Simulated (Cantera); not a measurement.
Input: 1 mol C2H5OH, 0.67 mol O2, 7.4 mol N2, at 1.50 Torr.

Cantera equilibrium calculation (NASA polynomials, part measured and part estimated; ideal gas, pure solids and liquids). Candidate condensed phases: C, C6H6, C7H8, C8H18, H2O; 136 gas species. Kinetics and transport are ignored.

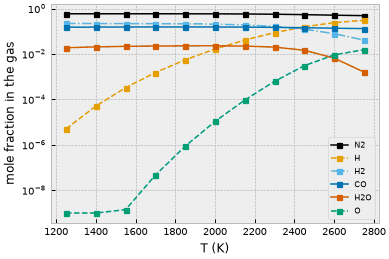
Equilibrium gas composition (values under 1e-9 drawn at 1e-9)

From 1250 K to 2750 K nothing is condensed. The main C-bearing gas is CO throughout.
